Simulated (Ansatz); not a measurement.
Li (bcc, W type)

```xyz
1
Lattice="-1.7174 1.7174 1.7174 1.7174 -1.7174 1.7174 1.7174 1.7174 -1.7174" Properties=species:S:1:pos:R:3 pbc="T T T"
Li     0.0000     0.0000     0.0000
```

This relaxed cell (volume V₀) is scaled evenly in all directions, its shape held. Symmetry pins the atoms to their sites.

Level of theory: PBE (plane waves to 420 eV, PAW, scalar-relativistic; Ansatz, a first-principles code). k mesh 19×19×19 (Γ-centred), Fermi-Dirac smearing 0.05 eV. The energy includes the smearing's −TS. Li was relaxed with its symmetry unable to fall. The PAW data are Ansatz's earlier set. The zero of ΔE is the relaxed starting cell.

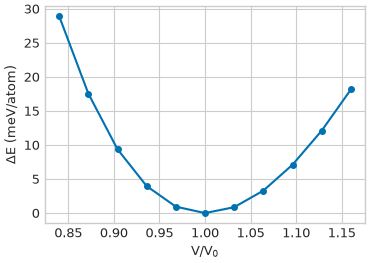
*ΔE (meV/atom) against V/V₀; markers are the computed points, lines only join them.*

**Question.** What is ΔE at V/V₀ = 0.840?

**Answer.** About 29 meV/atom.

**Question.** What is ΔE at V/V₀ = 1.160?

**Answer.** About 18 meV/atom.

**Question.** What bulk modulus B₀ follows from a third-order Birch-Murnaghan fit?

**Answer.** About 14 GPa.

(A scan under strain: stresses follow from slopes of the energy per volume, elastic moduli from its curvatures.)
